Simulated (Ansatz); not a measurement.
Frequency calculation of SiNH₅ClF

SiNH₅ClF, computed with RKS B3LYP/6-31G* (Ansatz 0.2.0).

It belongs to a series of runs on one base structure; here: vibrations at the highest image of the band.

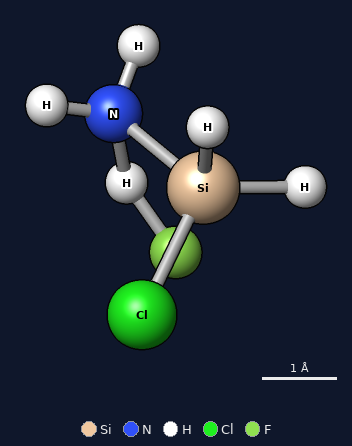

*The structure (ball-and-stick view, seen at an oblique angle).*

Input:
```yaml
crystal:
  periodic: [false, false, false]
  atoms:
    - { symbol: Si, position_ang: [0.075742, -0.100791, 0.122722] }
    - { symbol: "N", position_ang: [0.134053, -0.165932, 1.984758] }
    - { symbol: H, position_ang: [-0.77988, -0.237106, 2.431862] }
    - { symbol: H, position_ang: [0.645933, 0.605363, 2.41178] }
    - { symbol: Cl, position_ang: [1.915625, 0.355007, -0.734593] }
    - { symbol: H, position_ang: [-0.594286, 1.22346, -0.068396] }
    - { symbol: H, position_ang: [-0.841302, -1.061343, -0.519716] }
    - { symbol: F, position_ang: [1.004131, -1.880667, 0.802873] }
    - { symbol: H, position_ang: [0.732786, -1.258188, 1.744909] }
basis:
  gaussian: { orbitals: "6-31G*" }
hamiltonian:
  xc: b3lyp
phonons: {}
```

Run as:
```bash
ansatz run input.yaml --threads 1 --pin off --max-ram 2048MiB --backend cpu --events-out ev --progress --plain --runs-dir out
```

Output:
```
Engine: ansatz 0.2.0, aarch64-unknown-linux-gnu
Functional definition: B3LYP
  parameter a0 = 0.2
  parameter ax = 0.72
  parameter ac = 0.81
  exchange = (1 - a0 - ax)*slater_x + ax*b88_x + a0*exact_x
  correlation = (1 - ac)*vwn_rpa_c + ac*lyp_c
828 factors; integrals over basis functions are off by at most 5.5e-4 eV
mean field evaluation 1: about -24684.8986 eV, gradient 5.2e1 eV
mean field evaluation 2: about -24680.6457 eV, gradient 7.0e1 eV
mean field evaluation 4: about -24689.7891 eV, gradient 1.6e0 eV
mean field evaluation 8: about -24689.8111 eV, gradient 1.7e-2 eV
mean field -24689.81111731 eV, -907.3338232062 hartree, gradient 2.2e-5 eV, S^2 0.000000; 0 other end points of the search recorded, 0 dependent functions left out
the calculation of the forces begins
reference -24689.81133685 eV, -907.3338312742 hartree; 26, 26 occupied and 52, 52 virtual orbitals, 828 factors
these checks for a lower state are left out or cut short: stability, starts, cluster_reference, orbital_swaps, neighbouring_geometries, increment
828 factors; integrals over basis functions are off by at most 5.5e-4 eV
mean field evaluation 16: about -24689.8110 eV, gradient 1.0e-1 eV
mean field -24689.81101959 eV, -907.3338196148 hartree, gradient 1.2e-6 eV, S^2 0.000000; 0 other end points of the search recorded, 0 dependent functions left out
[... from here on the field's lines of each further geometry are left out, up to the last ...]
the calculation of the forces begins
reference -24689.81131147 eV, -907.3338303413 hartree; 26, 26 occupied and 52, 52 virtual orbitals, 828 factors
these checks for a lower state are left out or cut short: stability, starts, cluster_reference, orbital_swaps, neighbouring_geometries, increment
828 factors; integrals over basis functions are off by at most 5.5e-4 eV
mean field -24689.81109181 eV, -907.3338222688 hartree, gradient 2.0e-6 eV, S^2 0.000000; 0 other end points of the search recorded, 0 dependent functions left out
the calculation of the forces begins
reference -24689.81131134 eV, -907.3338303366 hartree; 26, 26 occupied and 52, 52 virtual orbitals, 828 factors
WARN: phonons: modes at or below zero, which the zero-point energy, F, S and C_V leave out: 1, the lowest at -716.10 cm⁻¹. A minimum has none, and a first-order saddle one
Total energy: -24689.81133685 eV, -907.3338312742 hartree
Atom 0 at     0.075742    -0.100791     0.122722 Å, force     0.000045     0.000206    -0.000120 eV/Å
Atom 1 at     0.134053    -0.165932     1.984758 Å, force     0.000024    -0.000020    -0.000124 eV/Å
Atom 2 at    -0.779880    -0.237106     2.431862 Å, force    -0.000008     0.000025     0.000060 eV/Å
Atom 3 at     0.645933     0.605363     2.411780 Å, force     0.000011    -0.000033     0.000002 eV/Å
Atom 4 at     1.915625     0.355007    -0.734593 Å, force    -0.000169    -0.000055     0.000099 eV/Å
Atom 5 at    -0.594286     1.223460    -0.068396 Å, force    -0.000014     0.000039    -0.000027 eV/Å
Atom 6 at    -0.841302    -1.061343    -0.519716 Å, force     0.000017    -0.000018    -0.000013 eV/Å
Atom 7 at     1.004131    -1.880667     0.802873 Å, force     0.000072    -0.000042     0.000128 eV/Å
Atom 8 at     0.732786    -1.258188     1.744909 Å, force     0.000022    -0.000103    -0.000005 eV/Å
Dipole moment:    -0.515265     0.295463     0.739496 e Å
Vibrations: -716.10 125.84 211.27 302.43 452.78 511.65 575.45 657.41 726.54 788.48 837.31 941.38 1044.74 1080.32 1451.06 1595.99 1831.44 2184.39 2299.45 3494.18 3583.11 cm⁻¹, zero-point energy 1.530909 eV
```

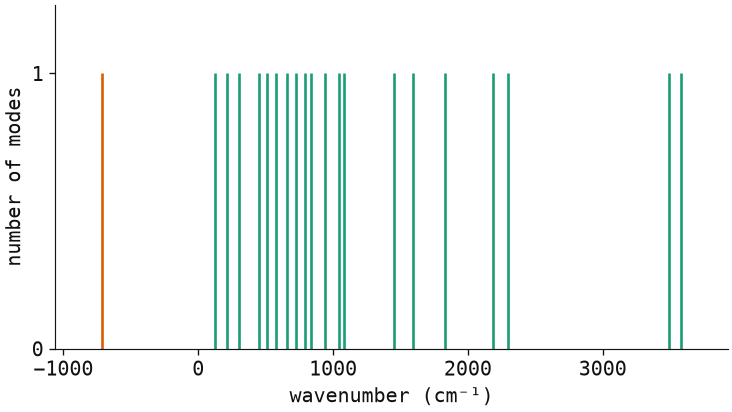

*Harmonic vibrational wavenumbers from the force constants; neighbouring modes closer than 20 cm⁻¹ are counted in one stick, and imaginary ones are drawn at negative wavenumbers.*

21 modes from 716i to 3583 cm⁻¹, 1 imaginary beyond 8i (716i cm⁻¹): a first-order saddle point, if the geometry is stationary.

Summary:

- outcome: converged
- total energy: −24689.8113 eV
- mean-field energy: −24689.8113 eV
- largest force (length of the vector): under 0.001 eV/Å
- hardware: 1 thread of Arm Neoverse V2, 24 GiB of memory available, shared host
- wall time: 2 min
- peak memory: 0.15 GiB
